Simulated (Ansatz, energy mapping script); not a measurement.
# MnO (Manganosite): J from the energies of magnetic orders

Aim: the exchange couplings of MnO (Manganosite) from the energies of a few collinear orders, and the ordering temperature that they give.

Calculated with Ansatz 0.2.0; r²SCANh; plane waves, collinear spin, no spin–orbit coupling.

## Step 1: Set-up

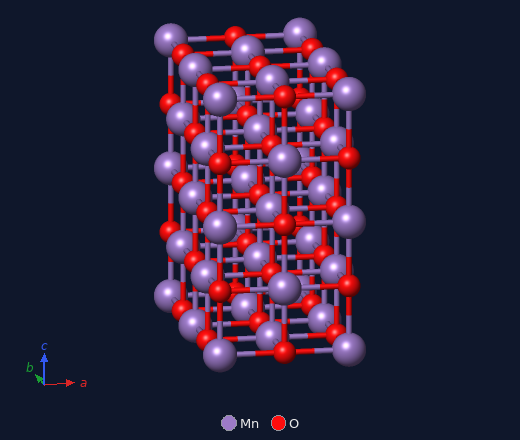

The cell as given, slightly off an axis (manganese light purple, oxygen red). 1×2×2 cells are drawn. This picture shows the conventional cell, with its axes. Some periodic images of atoms are drawn too.

As a file:

```cif
data_structure
_symmetry_space_group_name_H-M 'P 1'
_symmetry_Int_Tables_number 1
_cell_length_a 3.1438
_cell_length_b 3.1438
_cell_length_c 3.1438
_cell_angle_alpha 60.000
_cell_angle_beta 60.000
_cell_angle_gamma 60.000
_cell_volume 21.97
loop_
_atom_site_label
_atom_site_type_symbol
_atom_site_fract_x
_atom_site_fract_y
_atom_site_fract_z
_atom_site_occupancy
Mn1 Mn 0.00000 0.00000 0.00000 1
O2 O 0.50000 0.50000 0.50000 1
```

Exact exchange localises the open shell without a U to choose, and it is dear.

## Step 2: Run 1 (parallel; cell A, 4 atoms)

The parallel order is the zero of energy for this cell and mesh.

Contents of input.yaml:

```yaml
crystal:
  lattice:
    - [0.0, -2.223, -2.223]
    - [0.0, 2.223, -2.223]
    - [4.446, 0.0, 0.0]
  atoms:
    - { symbol: Mn, position: [0.5, 0.5, 0.5], spin: 4.5 }
    - { symbol: Mn, position: [0.0, 0.0, 0.0], spin: 4.5 }
    - { symbol: O, position: [0.5, 0.5, 0.0] }
    - { symbol: O, position: [0.0, 0.0, 0.5] }
magnetization:
  spin_polarized: true
kpoints:
  mp_grid: { grid: [6, 6, 5] }
hamiltonian:
  xc: r2scanh
scf:
  occupations: { method: fermi_dirac, width: 0.05 }
output:
  eigenvalues: true
```

The run is started by

```sh
$ ansatz run input.yaml --threads 4 --pin off --max-ram 8192MiB --backend cpu --events-out ev --progress --plain --runs-dir out
```

Numbers of over 12 decimals in the logs are rounded to 6 here.

Output:

```text
Engine: ansatz 0.2.0, aarch64-unknown-linux-gnu
Pseudopotentials: kind: paw
Pseudopotential: Mn, paw, valence charge 15, recommended cutoff 500 eV (meta_gga), Mn.paw.azcp
Pseudopotential: O, paw, valence charge 6, recommended cutoff 500 eV (meta_gga), O.paw.azcp
Functional definition: r2SCANh
  parameter a = 0.1
  parameter k0 = 0.174
  parameter k1 = 0.065
  parameter a1 = 4.9479
  exchange = (1 - a)*r2scan_x(k0 = k0, k1 = k1, a1 = a1) + a*exact_x
  correlation = r2scan_c
Crystal: 4 atoms, lattice volume = 43.942 Å³
Basis set: ecut = 500 eV, 1093 PW (Γ), exchange–correlation on 96×96×144 points (64 copies of the dense FFT grid, shifted against one another)
Bands: 31, of which v1, the nominal top of the filled ones, is band 21 counted from 1 (20 counted from 0)
Symmetry: 32 space group operations
Space group: Fm-3m (ITA 225), of the structure as read, at distance tolerance 3.5e-5 Å
Magnetic group: BNS 225.116 (UNI 1618), of the structure as read, at distance tolerance 3.5e-5 Å
k-points: 30 of 180
Non-local potential: Mn, projectors of the file, l = 0: 3, l = 1: 2, l = 2: 3, l = 3: 1
Non-local potential: O, projectors of the file, l = 0: 2, l = 1: 2, l = 2: 1
PAW form: soft (Blöchl's): semilocal exchange-correlation on the pseudo side does not see the compensation charge
PAW frozen core: Mn, regenerated for the run's functional, and the local potential with it (the file was generated under x = pbe(κ = 0.804, μ = 0.219515), c = pbe(β = 0.066725))
PAW frozen core: O, regenerated for the run's functional, and the local potential with it (the file was generated under x = pbe(κ = 0.804, μ = 0.219515), c = pbe(β = 0.066725))
PAW one-centre angular grid: Mn, 590 points (default); XC on 160 Gauss nodes
PAW one-centre angular grid: O, 302 points (default); XC on 160 Gauss nodes
Initial density: superposition of atomic densities (chi_scale 0.1, normalization cell, long waves kept (reshape's long-wave potential 0.00 eV rms))
Starting moments: Σ|m| = 9 μB on 2 of 4 sites
Initial wavefunctions: pseudopotential atomic-orbital guess
Functional: x = r2scan, c = r2scan; τ floored in thin density (d = 2e-4 eV/Å³), warm-up for x = 0.9 r2scan + 0.1 exact, c = r2scan; τ floored in thin density (d = 2e-4 eV/Å³)
iter 1 solved again at ethr=4.58e-2 eV; its pass at ethr=1.00e-1 eV (dr2=1.92e1 eV) is discarded
SCF iter   1: F=—  HF=-8948.002845 eV  |F-HF|=—  |Δ(HF+E_count)|=         —  Δρ=1.18e-1 (↑1.09e-1 ↓1.18e-1)  dr2=1.92e1  dr2_τ=1.23e-1  dr2_m=1.66e-1  M=8.942 μB ∫|m|=8.942 μB  β_m=1.00  ethr=4.58e-2  ⟨swp⟩=2.2  Hψ=8993  notcnv=0
preconditioner: auto → Kerker (q_TF=auto, 2.708 Å⁻¹)  [metal: Δε(μ)=0.006 eV  Ē_g=11.642 eV  σ=0.050 eV  W_gap=0.03  n_scr=14 (ndim 8)  ℏωp=28.6 eV  f_vac=0.000  D(μ)=2.17/eV (n_scr^D=20)]
spin=Collinear: Kerker preconditioning applied to the charge; magnetization (m = ρ↑ − ρ↓) channel mixes plain (no charge-response kernel on spin).
SCF iter   2: F=—  HF=-8946.904869 eV  |F-HF|=—  |Δ(HF+E_count)|=    1.10e0  Δρ=8.79e-2 (↑8.79e-2 ↓2.58e-2)  dr2=2.39e0  dr2_τ=9.03e-2  dr2_m=1.07e0  M=9.889 μB ∫|m|=9.889 μB  β_m=1.00  ethr=4.56e-2  ⟨swp⟩=2.1  Hψ=3729  notcnv=0  defer=1
SCF iter   3: F=—  HF=-8946.189180 eV  |F-HF|=—  |Δ(HF+E_count)|=   7.16e-1  Δρ=2.20e-2 (↑2.20e-2 ↓1.58e-2)  dr2=5.48e-1  dr2_τ=1.20e-2  dr2_m=1.55e-2  M=9.959 μB ∫|m|=9.959 μB  β_m=1.00  ethr=5.69e-3  ⟨swp⟩=3.5  Hψ=4455  notcnv=0  defer=6
SCF iter   4: F=—  HF=-8946.748509 eV  |F-HF|=—  |Δ(HF+E_count)|=   5.59e-1  Δρ=1.11e-2 (↑1.11e-2 ↓7.98e-3)  dr2=9.50e-2  dr2_τ=1.55e-3  dr2_m=4.67e-3  M=9.973 μB ∫|m|=9.973 μB  β_m=1.00  ethr=1.30e-3  ⟨swp⟩=3.2  Hψ=4507  notcnv=0  defer=2
SCF iter   5: F=—  HF=-8947.068380 eV  |F-HF|=—  |Δ(HF+E_count)|=   3.20e-1  Δρ=7.57e-3 (↑7.57e-3 ↓4.89e-3)  dr2=3.73e-2  dr2_τ=1.43e-3  dr2_m=1.10e-3  M=9.973 μB ∫|m|=9.973 μB  β_m=0.30  ethr=2.26e-4  ⟨swp⟩=4.2  Hψ=5800  notcnv=0  defer=5
Mixer restart at iter 5: flushing history
spin-set hold released at iteration 5 (site moments contracting): the magnetisation degrees of freedom join the quasi-Newton model from the next iteration; the mixer history was flushed
SCF iter   6: F=—  HF=-8947.146065 eV  |F-HF|=—  |Δ(HF+E_count)|=   7.77e-2  Δρ=5.17e-3 (↑5.17e-3 ↓3.68e-3)  dr2=1.99e-2  dr2_τ=4.98e-4  dr2_m=5.64e-4  M=9.981 μB ∫|m|=9.981 μB  β_m=0.64  ethr=8.88e-5  ⟨swp⟩=2.5  Hψ=3765  notcnv=0  defer=2
iter 7 solved again at ethr=3.35e-6 eV; its pass at ethr=4.73e-5 eV (dr2=1.41e-3 eV) is discarded
SCF iter   7: F=—  HF=-8947.228562 eV  |F-HF|=—  |Δ(HF+E_count)|=   8.25e-2  Δρ=1.78e-3 (↑1.78e-3 ↓1.39e-3)  dr2=1.38e-3  dr2_τ=1.34e-4  dr2_m=2.42e-4  M=9.992 μB ∫|m|=9.992 μB  β_m=0.59  ethr=3.35e-6  ⟨swp⟩=2.2  Hψ=8055  notcnv=0  defer=1
[...]
SCF iter  12: F=—  HF=-8947.229322 eV  |F-HF|=—  |Δ(HF+E_count)|=   1.87e-7  Δρ=3.63e-6 (↑3.63e-6 ↓3.46e-6)  dr2=1.27e-8  dr2_τ=1.55e-10  dr2_m=4.36e-10  M=9.994 μB ∫|m|=9.994 μB  β_m=0.95  ethr=5.36e-10  ⟨swp⟩=3.9  Hψ=3918  notcnv=0
SCF iter  13: F=-8947.229322 eV  HF=-8947.229322 eV  |F-HF|=4.18e-10  |Δ(HF+E_count)|=   1.16e-8  Δρ=7.03e-7 (↑4.89e-7 ↓7.03e-7)  dr2=3.81e-10  dr2_τ=1.35e-11  dr2_m=4.21e-11  M=9.994 μB ∫|m|=9.994 μB  ethr=3.02e-11  ⟨swp⟩=3.5  Hψ=4105  notcnv=0
SCF 1 converged in 13 iterations: F = -8947.229322 eV  dr2 = 3.81e-10
  greatest PAW one-centre occupation: 1.006 electrons in one spin orbital (limit 2), on the Mn atom at site 1 (counted from 0), in its partial waves of l = 1
Initial density: handed on by an earlier stage of this run
Starting moments: Σ|m| = 9 μB on 2 of 4 sites; this step starts from the density that it was given
Initial wavefunctions: those handed on with the density
Functional: x = 0.9 r2scan + 0.1 exact, c = r2scan; τ floored in thin density (d = 2e-4 eV/Å³)
Frozen-core exchange: fock
iter 1 solved again at ethr=1.83e-5 eV; its pass at ethr=1.00e-1 eV (dr2=7.68e-3 eV) is discarded
SCF iter   1: F=—  HF=-8946.292684 eV  |F-HF|=—  |Δ(HF+E_count)|=         —  Δρ=4.00e-3 (↑4.00e-3 ↓4.00e-3)  dr2=6.60e-3  dr2_τ=1.50e-4  dr2_m=5.15e-3  M=10.000 μB ∫|m|=10.000 μB  β_m=0.30  ethr=1.83e-5  ⟨swp⟩=4.9  Hψ=9378  notcnv=0
preconditioner: auto → none  [insulator: Δε(μ)=0.696 eV  Ē_g=14.081 eV  σ=0.050 eV  W_gap=1.00  n_scr=14 (ndim 8)  ℏωp=28.6 eV  f_vac=0.000  D(μ)=0.00/eV (n_scr^D=0)]
SCF iter   2: F=—  HF=-8946.295282 eV  |F-HF|=—  |Δ(HF+E_count)|=   2.60e-3  Δρ=3.62e-3 (↑3.62e-3 ↓2.63e-3)  dr2=1.56e-3  dr2_τ=1.04e-4  dr2_m=3.47e-3  M=10.000 μB ∫|m|=10.000 μB  β_m=0.53  ethr=1.50e-5  ⟨swp⟩=3.2  Hψ=3480  notcnv=0  defer=1
SCF iter   3: F=—  HF=-8946.296202 eV  |F-HF|=—  |Δ(HF+E_count)|=   9.20e-4  Δρ=8.76e-4 (↑6.35e-4 ↓8.76e-4)  dr2=8.45e-5  dr2_τ=2.05e-5  dr2_m=2.07e-4  M=10.000 μB ∫|m|=10.000 μB  β_m=0.56  ethr=3.69e-6  ⟨swp⟩=3.1  Hψ=4254  notcnv=0
SCF iter   4: F=—  HF=-8946.296257 eV  |F-HF|=—  |Δ(HF+E_count)|=   5.45e-5  Δρ=1.48e-4 (↑1.28e-4 ↓1.48e-4)  dr2=6.45e-6  dr2_τ=7.98e-7  dr2_m=4.74e-6  M=10.000 μB ∫|m|=10.000 μB  β_m=0.56  ethr=1.95e-7  ⟨swp⟩=3.5  Hψ=4387  notcnv=0
SCF iter   5: F=-8946.296256 eV  HF=-8946.296257 eV  |F-HF|=1.24e-7  |Δ(HF+E_count)|=   5.89e-8  Δρ=4.18e-5 (↑2.30e-5 ↓4.18e-5)  dr2=5.77e-7  dr2_τ=2.25e-8  dr2_m=5.75e-8  M=10.000 μB ∫|m|=10.000 μB  ethr=1.50e-8  ⟨swp⟩=3.6  Hψ=4476  notcnv=0  defer=2
SCF 2 stopped early in 5 iterations: F = -8946.296256 eV  dr2 = 5.77e-7
  greatest PAW one-centre occupation: 1.007 electrons in one spin orbital (limit 2), on the Mn atom at site 1 (counted from 0), in its partial waves of l = 1
hybrid outer 1: dexx = +3.631e-3 eV, tail = 4.51e-6 eV
Frozen-core exchange: fock
SCF iter   1: F=—  HF=-8946.296239 eV  |F-HF|=—  |Δ(HF+E_count)|=         —  Δρ=2.22e-5 (↑2.22e-5 ↓1.09e-5)  dr2=2.00e-7  dr2_τ=8.20e-9  dr2_m=1.74e-8  M=10.000 μB ∫|m|=10.000 μB  β_m=0.30  ethr=5.37e-8  ⟨swp⟩=4.5  Hψ=4307  notcnv=0
preconditioner: auto → none  [insulator: Δε(μ)=0.932 eV  Ē_g=14.087 eV  σ=0.050 eV  W_gap=1.00  n_scr=14 (ndim 8)  ℏωp=28.6 eV  f_vac=0.000  D(μ)=0.00/eV (n_scr^D=0)]
SCF iter   2: F=-8946.296240 eV  HF=-8946.296240 eV  |F-HF|=4.49e-9  |Δ(HF+E_count)|=   9.59e-8  Δρ=8.82e-6 (↑8.82e-6 ↓5.22e-6)  dr2=2.50e-8  dr2_τ=1.75e-9  dr2_m=4.52e-9  M=10.000 μB ∫|m|=10.000 μB  ethr=4.72e-10  ⟨swp⟩=4.0  Hψ=5057  notcnv=0  defer=2
SCF 3 converged in 2 iterations: F = -8946.296240 eV  dr2 = 2.50e-8
hybrid outer 2: dexx = +2.555e-8 eV, tail = 8.25e-8 eV, Δε = 9.26e-4 eV (about 1.80e-4 eV left of the loop's levels)
this state was not tested for a lower state beside it, because the functional holds exact exchange (a hybrid, or Hartree-Fock), whose exchange loop this test does not read (fock_operator); the stability check (scf.self_checks: high) cannot read this state: a pseudopotential is PAW: the check reads norm-conserving sets alone
hybrid SCF converged: 2 outer / 7 inner (+13 warm-up), last move |dexx| = 2.56e-8 eV, tail = 8.25e-8 eV
Magnetization: 10.0000 μB (26.0000 up, 16.0000 down)
Absolute magnetization: 10.0000 μB (∫|ρ↑−ρ↓|, with the PAW one-centre terms)
Spin contamination: 0.0084 ħ² per cell (⟨S²⟩ above its minimum at these occupations)
Per-site moments (μB) at R_I (Å): [(4.299313, 0.9169875), (4.299313, 0.9169875), (0.243419, 0.9169875), (0.243419, 0.9169875)]
Free energy (F): -8946.296240 eV
Frozen-core exchange: fock
Harris-Foulkes:  -8946.296240 eV  (|F-HF|=4.49e-9)
Internal energy: -8946.296238 eV  (E = F + TS)
E sigma→0 (E₀):  -8946.296239 eV
Entropy (-TS):   -0.000002 eV (-0.000 meV/atom)
Fermi energy:    12.935149 eV
--- Per-component energies (eV) ---
  E_band       = -584.484922
  E_kinetic    = 951.734150
  E_local      = -4478.961404  (includes V_loc(G=0)·N_el)
  E_nonlocal   = 612.565985
  E_hartree    = 1801.963067
  E_xc         = -327.895015
  E_vxc        = -474.871817  (∫ρ·V_xc dr)
  E_exx        = -76.483730  (= α·E_x^exact, valence–valence)
  E_paw        = -2917.506569  (= ΣΔE_a)
  E_vpaw       = -676.203895  (= ΣTr[D̂ρ^β])
  E_aug_tail   = 0.001987  (compensation charges beyond the density's cutoff)
  E_vtau       = 30.280142  (kinetic-family band-sum trace: ∫τ·v_τ [+ j·A + Jᵃ·Aᵃ] dr)
  E_ewald      = -4510.985038
  E_core_change = -0.729670  (= ΣΔE_core)
  E_smearing   = -0.000002  (= −TS)
  E_closure    = -0.000000  (closes the sum)
  Σ components = -8946.296240   (vs F -8946.296240, Δ=0.00e0)
--- Band table (eV; the first three rows and the last of 60) ---
  k-point 0 ↑: bands = [... 17 lower, 8.7798, 8.7798, 8.7808, 9.0872, 9.0878, 9.4848, 9.7537, 9.7537, ... 6 higher]
  k-point 1 ↑: bands = [... 17 lower, 8.5562, 9.1242, 9.3468, 9.3468, 9.4459, 9.8529, 9.8529, 10.0696, ... 6 higher]
  k-point 2 ↑: bands = [... 17 lower, 8.3225, 9.2221, 9.3450, 9.8123, 9.8123, 9.9630, 9.9630, 10.4605, ... 6 higher]
  k-point 29 ↓: bands = [... 17 lower, 15.7490, 16.9485, 16.9485, 17.5138, 17.5138, 17.9078, 17.9078, 18.2558, ... 6 higher]
```

Wall time 34 s (4 threads of Arm Neoverse V2, shared host); peak memory 2 GiB.

In the SCF lines HF is the Harris–Foulkes energy and dr2 the Hartree energy of the density residual, in eV; the loop may stop once dr2 is under the threshold and the program's other checks hold. Hψ counts applications of the Hamiltonian.

Spin moment in the sphere by atom:

```csv
atom,spin moment in the sphere (μB)
Mn1,4.30
Mn2,4.30
O3,0.24
O4,0.24
```

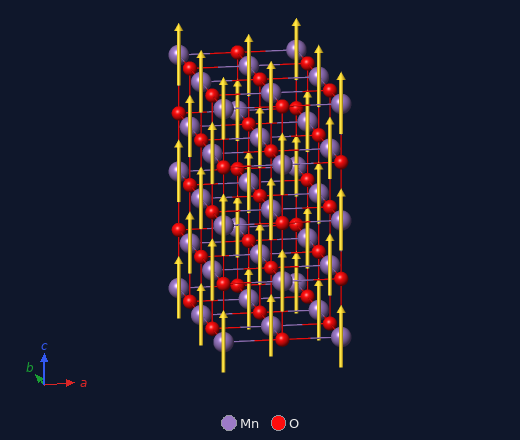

Spin moment in the sphere as arrows, the longest 4.30 μB. Up and down stand for the sign. Arrows give size and sign along the axis of quantisation, drawn up and down the page. 1×2×2 conventional cells are drawn. Some periodic images of atoms are drawn too.

The run ends ferromagnetic.

## Step 3: Order 2: compensated +−, cell A of 4 atoms

This order reverses 8 of the 12 neighbours at 3.14 Å and 0 of the 6 neighbours at 4.45 Å, counted for an average magnetic atom.

input.yaml, as its differences from that of step 2:

```diff
@@ -7,3 +7,3 @@
     - { symbol: Mn, position: [0.5, 0.5, 0.5], spin: 4.5 }
-    - { symbol: Mn, position: [0.0, 0.0, 0.0], spin: 4.5 }
+    - { symbol: Mn, position: [0.0, 0.0, 0.0], spin: -4.5 }
     - { symbol: O, position: [0.5, 0.5, 0.0] }
```

Output:

```text
[...]
Crystal: 4 atoms, lattice volume = 43.942 Å³
Basis set: ecut = 500 eV, 1093 PW (Γ), exchange–correlation on 96×96×144 points (64 copies of the dense FFT grid, shifted against one another)
Bands: 31, of which v1, the nominal top of the filled ones, is band 21 counted from 1 (20 counted from 0)
Symmetry: 16 space group operations
[...]
k-points: 30 of 180
[...]
Starting moments: Σ|m| = 9 μB on 2 of 4 sites
Starting magnetic order: antiferromagnet; a translation exchanges its spin sublattices: spin-degenerate at every k-point
[...]
the translation (0.5, 0.5, 0.5) carries every atom to within crystal.symmetry.tolerance of an atom of its element with the starting moment reversed, but both spin channels are solved: under a hybrid functional one channel is solved only on norm-conserving pseudopotentials (hamiltonian.pseudopotentials.kind)
[...]
SCF iter   9: F=-8947.339258 eV  HF=-8947.339246 eV  |F-HF|=1.21e-5  |Δ(HF+E_count)|=   1.92e-5  Δρ=1.77e-4 (↑1.77e-4 ↓1.76e-4)  dr2=1.52e-6  dr2_τ=8.05e-7  dr2_m=1.18e-5  M=-0.000 μB ∫|m|=9.583 μB  ethr=2.14e-7  ⟨swp⟩=3.0  Hψ=3482  notcnv=0  defer=1
SCF 1 stopped early in 9 iterations: F = -8947.339258 eV  dr2 = 1.52e-6
[...]
Frozen-core exchange: fock
SCF iter   1: F=—  HF=-8946.373336 eV  |F-HF|=—  |Δ(HF+E_count)|=         —  Δρ=4.41e-3 (↑4.40e-3 ↓4.41e-3)  dr2=7.07e-3  dr2_τ=1.55e-4  dr2_m=6.42e-3  M=0.000 μB ∫|m|=9.643 μB  β_m=0.30  ethr=3.63e-8  ⟨swp⟩=8.3  Hψ=9877  notcnv=2
[...]
SCF iter   5: F=-8946.377074 eV  HF=-8946.377074 eV  |F-HF|=9.50e-7  |Δ(HF+E_count)|=   8.74e-7  Δρ=5.39e-5 (↑5.39e-5 ↓3.73e-5)  dr2=1.39e-6  dr2_τ=5.63e-8  dr2_m=3.15e-7  M=-0.000 μB ∫|m|=9.647 μB  ethr=7.76e-9  ⟨swp⟩=3.9  Hψ=4027  notcnv=0  defer=1
SCF 2 stopped early in 5 iterations: F = -8946.377074 eV  dr2 = 1.39e-6
[...]
hybrid outer 1: dexx = +3.656e-3 eV, tail = 7.47e-6 eV
Frozen-core exchange: fock
SCF iter   1: F=—  HF=-8946.377063 eV  |F-HF|=—  |Δ(HF+E_count)|=         —  Δρ=2.50e-5 (↑2.00e-5 ↓2.50e-5)  dr2=2.77e-7  dr2_τ=1.81e-8  dr2_m=6.62e-8  M=0.000 μB ∫|m|=9.647 μB  β_m=0.30  ethr=8.90e-8  ⟨swp⟩=4.0  Hψ=4242  notcnv=0
[...]
SCF iter   2: F=-8946.377063 eV  HF=-8946.377063 eV  |F-HF|=9.77e-9  |Δ(HF+E_count)|=   1.95e-7  Δρ=1.64e-5 (↑1.40e-5 ↓1.64e-5)  dr2=9.60e-8  dr2_τ=4.72e-9  dr2_m=3.87e-8  M=0.000 μB ∫|m|=9.647 μB  ethr=6.46e-10  ⟨swp⟩=4.0  Hψ=4953  notcnv=0  defer=3
SCF 3 converged in 2 iterations: F = -8946.377063 eV  dr2 = 9.60e-8
[...]
Magnetization: 0.0000 μB (21.0000 up, 21.0000 down)
Absolute magnetization: 9.6469 μB (∫|ρ↑−ρ↓|, with the PAW one-centre terms)
[...]
Per-site moments (μB) at R_I (Å): [(4.287088, 0.9169875), (-4.287089, 0.9169875), (-0.085734, 0.9169875), (0.085740, 0.9169875)]
Free energy (F): -8946.377063 eV
Frozen-core exchange: fock
[...]
Internal energy: -8946.377063 eV  (E = F + TS)
E sigma→0 (E₀):  -8946.377063 eV
Fermi energy:    13.272916 eV
[...]
--- Band table (eV; the first three rows and the last of 60) ---
  k-point 0 ↑: bands = [... 17 lower, 9.1188, 9.1188, 9.1965, 9.3682, 14.0392, 14.8388, 16.8186, 16.8186, ... 6 higher]
  k-point 1 ↑: bands = [... 17 lower, 9.1985, 9.6428, 9.6428, 10.1242, 14.8075, 14.9283, 16.8986, 16.9156, ... 6 higher]
  k-point 2 ↑: bands = [... 17 lower, 9.2018, 10.0089, 10.0089, 10.4782, 14.7564, 16.3579, 16.8900, 17.0756, ... 6 higher]
  k-point 29 ↓: bands = [... 17 lower, 9.5424, 9.6689, 9.7021, 11.0553, 16.1822, 16.1822, 17.4035, 17.8164, ... 6 higher]
```

The job ended after 36 s (4 threads; peak memory 2 GiB; 2.2 min of CPU time).

Spin moment in the sphere by atom:

```
atom  spin moment in the sphere (μB)
 Mn1                            4.29
 Mn2                           -4.29
  O3                           -0.09
  O4                            0.09
```

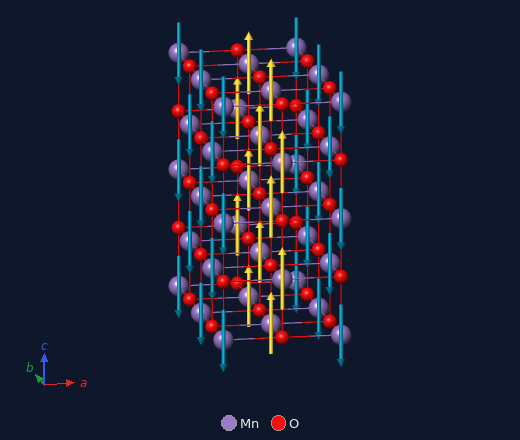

Spin moment in the sphere as arrows, the longest 4.29 μB. Up and down stand for the sign. Arrows give size and sign along the axis of quantisation, drawn up and down the page. The two directions have two colours. 1×2×2 conventional cells are drawn. Some periodic images of atoms are drawn too.

The run ends antiferromagnetic, 40.41 meV a magnetic atom below the parallel order of its cell.

[end of part 1 of 2]

[Logs and program files are shortened in this print: banners, set-up blocks, solver, clock and traceback lines can be left out without a mark of their own.]

[Logs are printed without paths, hosts, clocks, repeated set-up lines and the standing remarks that a program may print on its own settings, such as how far it seeks lower states.]

[Hosts, paths, dates, database ids (printed as entryN), source tags and the programs' standing remarks are cut or masked in the printed files.]

[Where a cell is said to come from a database of computed structures, the database is the Materials Project.]
